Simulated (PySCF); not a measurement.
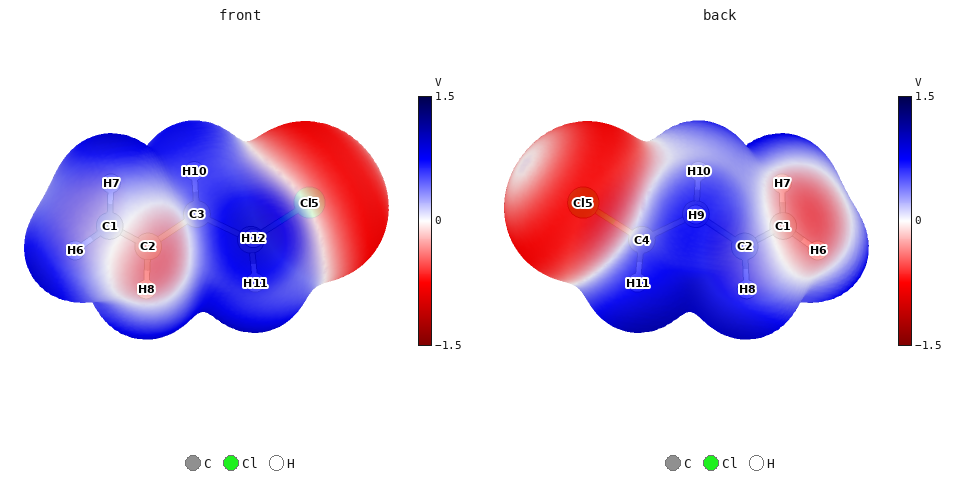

Figure. C₄H₇Cl (SMILES C=CCCCl). The molecular electrostatic potential painted on the density surface at 0.002 e/bohr³, seen from the front and from behind; red is negative and blue positive.

Geometry: GFN2-xTB, NEB image 0 of 0 to 8.

All numbers below come from PySCF, PBE0/pcSseg-1, SCF density, gas phase, non-relativistic.

```xyz
12

C    -1.9852    0.3482   -0.0212
C    -0.8967   -0.2957   -0.3960
C     0.4708    0.3151   -0.4333
C     1.3963   -0.4096    0.5359
Cl    3.0401    0.2843    0.4791
H    -2.9527   -0.1232   -0.0089
H    -1.9542    1.3816    0.2831
H    -0.9493   -1.3335   -0.6980
H     0.8805    0.2347   -1.4436
H     0.4161    1.3715   -0.1670
H     1.4904   -1.4652    0.2812
H     1.0452   -0.3086    1.5627
```

### Describe the electrostatic potential map.

The most negative region (about −0.8 V) lies over Cl5, the most positive (about +1.1 V) over H11.

### What dipole moment does the calculation give?

Its dipole moment is 2.05 D.
